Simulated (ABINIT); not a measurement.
# How slowly RPA converges: InF3 (R-3c), part 2 of 2

How does the RPA correlation energy of InF3 (R-3c) approach its basis limit?

ABINIT 10.8.3; LDA and many-body steps on it, plane waves.

So far. Step 2 (Empty states on the mesh, 2×2×2 mesh, 413 bands): On this mesh the gap is 3.997 eV. Step 3 (RPA energy: 2×2×2 mesh, 90 bands, screening to 43.5 eV): Local fields lower ε∞ by 3 %. On a Γ-centred mesh this coarse the value itself is usually too large, while a short band sum pulls it down.

## Step 5: RPA energy: 2×2×2 mesh, 257 bands, screening to 108.8 eV

Level of this step: RPA screening on LDA, plane waves, norm-conserving pseudopotentials (ABINIT).

Input file run.abi:

```
acell 3*1.0 Angstrom
rprim 
  2.602141182914 1.502346912402 4.907506134507
  -2.602141182914 1.502346912402 4.907506134507
  0.000000000000 -3.004693824873 4.907506134486
ntypat 2
znucl 49 9
natom 8
typat 1 1 2 2 2 2 2 2
xred 
  0.500000000000 0.500000000000 0.500000000000
  -0.000000000000 0.000000000000 0.000000000000
  0.395709220000 0.750000000000 0.104290780000
  0.750000000000 0.104290780000 0.395709220000
  0.895709220000 0.604290780000 0.250000000000
  0.250000000000 0.895709220000 0.604290780000
  0.604290780000 0.250000000000 0.895709220000
  0.104290780000 0.395709220000 0.750000000000
pp_dirpath "pseudos"
pseudos "In.upf, F.upf"
ecut 36
ngkpt 2 2 2
nshiftk 1
shiftk 0 0 0
kptopt 1
chksymbreak 0
istwfk *1
occopt 1
irdwfk 1
optdriver 3
nband 257
ecuteps 4
inclvkb 2
awtr 1
symchi 1
gwcalctyp 1
nfreqre 0
nfreqim 8
gwrpacorr 1
indata_prefix "in"
outdata_prefix "out"
tmpdata_prefix "tmp"
```

Launch:

```console
$ OMP_NUM_THREADS=1 mpirun -n 4 abinit run.abi > log
```

Numbers of over 12 decimals in the logs are rounded to 6 here.

Output:

```text
.Version 10.8.3 of ABINIT. v10.8.2 released Aug 2026.

 Symmetries : space group R-3 c (#167); Bravais hR (rhombohedral)
[... echo of the input left out ...]
== DATASET  1 ==================================================================
-   mpi_nproc: 4, omp_nthreads: 1 (-1 if OMP is not activated)

--- !DatasetInfo
iteration_state: {dtset: 1, }
dimensions: {natom: 8, nkpt: 4, mband: 257, nsppol: 1, nspinor: 1, nspden: 1, mpw: 8026, }
cutoff_energies: {ecut:  36.0, pawecutdg:  -1.0, }
[...]
[... chi0 elements left out ...]
  [... further frequencies ...]

 For q-point:  0.000010 0.000020 0.000030
  dielectric constant =   2.4810
  dielectric constant without local fields =   2.6443

  Average fulfillment of the sum rule on Im[epsilon] for q-point    1 :     75.27  [%]
[... wings left out ...]
  q-point number  2        q = ( 0.500000, 0.000000, 0.000000) [r.l.u.]
--------------------------------------------------------------------------------
[... chi0 elements left out ...]
  [... further frequencies ...]

  Average fulfillment of the sum rule on Im[epsilon] for q-point    2 :     82.21  [%]

 [... 2 further q-points ...]
```

Elapsed: 95 s, on 4 MPI ranks of Arm Neoverse V2, shared host; peak memory 2.2 GiB; 6.3 min of CPU time.

This step gave:

| Property | Result |
| --- | --- |
| ε∞ with local fields, on this mesh, along the program's q direction | 2.481 |
| the same without local fields | 2.644 |
| plasma frequency | 28.54 eV |
| plane waves in the screening matrix | 297 |
| RPA correlation energy | -48.35 eV |

## Step 6: RPA energy: 2×2×2 mesh, 377 bands, screening to 144.2 eV

run.abi, as its differences from that of step 5:

```diff
@@ -30,4 +30,4 @@
 optdriver 3
-nband 257
-ecuteps 4
+nband 377
+ecuteps 5.3
 inclvkb 2
```

Output:

```text
.Version 10.8.3 of ABINIT. v10.8.2 released Aug 2026.

 Symmetries : space group R-3 c (#167); Bravais hR (rhombohedral)
[... echo of the input left out ...]
== DATASET  1 ==================================================================
-   mpi_nproc: 4, omp_nthreads: 1 (-1 if OMP is not activated)

--- !DatasetInfo
iteration_state: {dtset: 1, }
dimensions: {natom: 8, nkpt: 4, mband: 377, nsppol: 1, nspinor: 1, nspden: 1, mpw: 8026, }
cutoff_energies: {ecut:  36.0, pawecutdg:  -1.0, }
[...]
[... chi0 elements left out ...]
  [... further frequencies ...]

 For q-point:  0.000010 0.000020 0.000030
  dielectric constant =   2.4758
  dielectric constant without local fields =   2.6544

  Average fulfillment of the sum rule on Im[epsilon] for q-point    1 :     91.15  [%]
[... wings left out ...]
  q-point number  2        q = ( 0.500000, 0.000000, 0.000000) [r.l.u.]
--------------------------------------------------------------------------------
[... chi0 elements left out ...]
  [... further frequencies ...]

  Average fulfillment of the sum rule on Im[epsilon] for q-point    2 :     97.63  [%]

 [... 2 further q-points ...]
```

Run time: 4 min. Hardware: 4 MPI ranks; peak memory 4.1 GiB; 16 min of CPU time.

Numbers from this step:

```yaml
eps_infinity_with_local_fields_on_this_mesh_along_the_program_s_q_direction: 2.476
the_same_without_local_fields: 2.654
plasma_frequency: 28.54 eV
plane_waves_in_the_screening_matrix: 459
rpa_correlation_energy: -64.0649 eV
```

## Step 7: RPA energy: 2×2×2 mesh, 155 bands, screening to 136.1 eV, 2 frequencies

run.abi, as its differences from that of step 6:

```diff
@@ -30,4 +30,4 @@
 optdriver 3
-nband 377
-ecuteps 5.3
+nband 155
+ecuteps 5
 inclvkb 2
@@ -37,3 +37,3 @@
 nfreqre 0
-nfreqim 8
+nfreqim 2
 gwrpacorr 1
```

Output:

```text
.Version 10.8.3 of ABINIT. v10.8.2 released Aug 2026.

 Symmetries : space group R-3 c (#167); Bravais hR (rhombohedral)
[... echo of the input left out ...]
== DATASET  1 ==================================================================
-   mpi_nproc: 4, omp_nthreads: 1 (-1 if OMP is not activated)

--- !DatasetInfo
iteration_state: {dtset: 1, }
dimensions: {natom: 8, nkpt: 4, mband: 155, nsppol: 1, nspinor: 1, nspden: 1, mpw: 8026, }
cutoff_energies: {ecut:  36.0, pawecutdg:  -1.0, }
[...]
[... chi0 elements left out ...]
  [... further frequencies ...]

 For q-point:  0.000010 0.000020 0.000030
  dielectric constant =   2.4644
  dielectric constant without local fields =   2.6136

  Average fulfillment of the sum rule on Im[epsilon] for q-point    1 :     51.12  [%]
[... wings left out ...]
  q-point number  2        q = ( 0.500000, 0.000000, 0.000000) [r.l.u.]
--------------------------------------------------------------------------------
[... chi0 elements left out ...]
  [... further frequencies ...]

  Average fulfillment of the sum rule on Im[epsilon] for q-point    2 :     58.55  [%]

 [... 2 further q-points ...]
```

Run time: 66 s. Hardware: 4 MPI ranks; peak memory 2.5 GiB; 4.4 min of CPU time.

Numbers from this step:

| Property | Result |
| --- | --- |
| ε∞ with local fields, on this mesh, along the program's q direction | 2.464 |
| the same without local fields | 2.614 |
| plasma frequency | 28.54 eV |
| plane waves in the screening matrix | 417 |
| RPA correlation energy | -35.92 eV |

## Step 8: The rungs together

Times are wall times on 4 MPI ranks of Arm Neoverse V2, shared host, good to a factor of about two.

```
bands  cutoff (eV)  plane waves  frequencies  E_c (eV/atom)   time
   90         43.5           71            8         -1.682   18 s
  155         70.7          157            8         -3.699   44 s
  257        108.8          297            8         -6.044   95 s
  377        144.2          459            8         -8.008  4 min
  155        136.1          417            2         -4.490   66 s
```

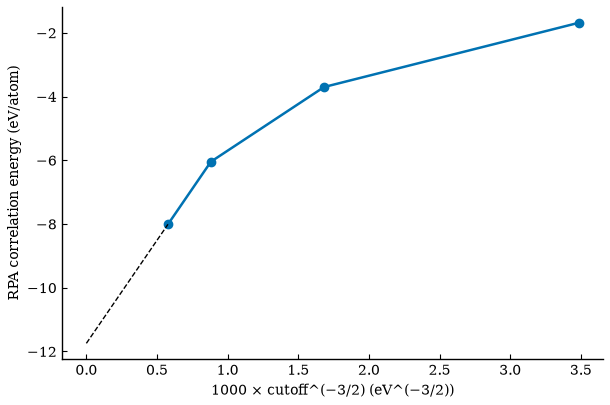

Correlation energy against the cutoff to the power −3/2; dashed, the line to the limit.

## Step 9: Outcome

| Item | Value |
| --- | --- |
| 2×2×2 mesh, 90 bands, screening to 43.5 eV | -1.682 eV/atom |
| 2×2×2 mesh, 155 bands, screening to 70.7 eV | -3.699 eV/atom |
| 2×2×2 mesh, 257 bands, screening to 108.8 eV | -6.044 eV/atom |
| 2×2×2 mesh, 377 bands, screening to 144.2 eV | -8.008 eV/atom |
| limit by the two highest rungs | -11.74 eV/atom |

**Reading.** Rows off the diagonal of bands and cutoff are checks and stay out of the ladder. The energy is still falling: −1.964 eV/atom over the last rung. A line in cutoff^(−3/2) puts the limit near -11.74 eV/atom, 47 % beyond the top rung; the pair below gives -8.62, so the estimate is rough. The value holds the valence electrons of these pseudopotentials alone, on one mesh; differences between structures converge far faster than the total.

[Paths, hosts, dates, memory and timing lines, banners, echoed tables and standing remarks are left out of the program output.]

[Logs are printed without paths, hosts, clocks, repeated set-up lines and the standing remarks that a program may print on its own settings, such as how far it seeks lower states.]

[Runs of the session that timed out or met a known fault of the program may be left out.]

[Hosts, paths, dates, database ids (printed as entryN), source tags and the programs' standing remarks are cut or masked in the printed files.]

[G0W0 gaps are taken among the corrected bands and points alone; a level outside them can change the order at an edge.]

[Where Ansatz stands beside ABINIT at settings called matched, ABINIT's density can come from a denser mesh and the files from another edition; pairs whose starting gaps differed by over 0.03 eV were left out, so agreement reads better than it is.]
